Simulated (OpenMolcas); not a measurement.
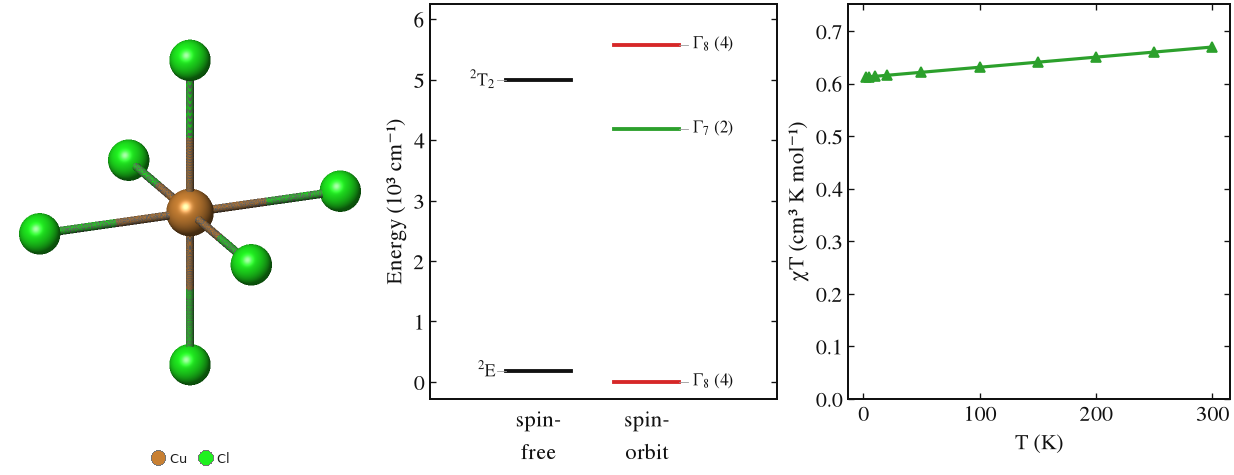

Cu²⁺ (3d⁹) as a dopant in Cs₂NaYCl₆, a cluster with its 6 nearest Cl⁻ at 2.535 Å (octahedron) embedded in model potentials and point charges; the geometry was set, not optimised, and its levels and susceptibility. Labels give the representation in O, Td, D4 or D3 as the site allows (double group for half-integer spin) where it could be assigned and, in brackets, the degeneracy; spin-free states, where drawn, share the zero of the spin-orbit levels. The calculation used state-averaged SS-CASPT2, IPEA shift 0.25, sigma2 shift 0.3 hartree, closed shells 3s 3p correlated, active space 9 electrons in the shell 3d, basis ANO-RCC-VTZP on the metal and ANO-RCC-VDZP on the ligands, DKH2 scalar Hamiltonian, spin-orbit coupling by RASSI with atomic mean-field integrals (OpenMolcas). Powder susceptibility by Van Vleck's formula.

Question: What does the figure show?

Answer: The ground level is Γ₈, 4-fold degenerate, 100 % from states of spin multiplicity 2. The next level lies at 4,180 cm⁻¹ (Γ₇). The lowest spin-free state is ²E, from the free-ion D term; of the same spin there follows at 4,810 cm⁻¹ (²T₂) above it. A ligand-field fit to the spin-free states gives |10Dq| = 4,810 cm⁻¹. χT is 0.612 cm³ K mol⁻¹ at 2 K and 0.670 at 300 K, an effective moment of 2.31 μB.

Known limits: orbital doublet at a regular site, Jahn-Teller distortion not allowed for; single d shell for a late 3d ion, CASPT2 field may be too large; the geometry is set by hand, with no relaxation and no charge compensation.
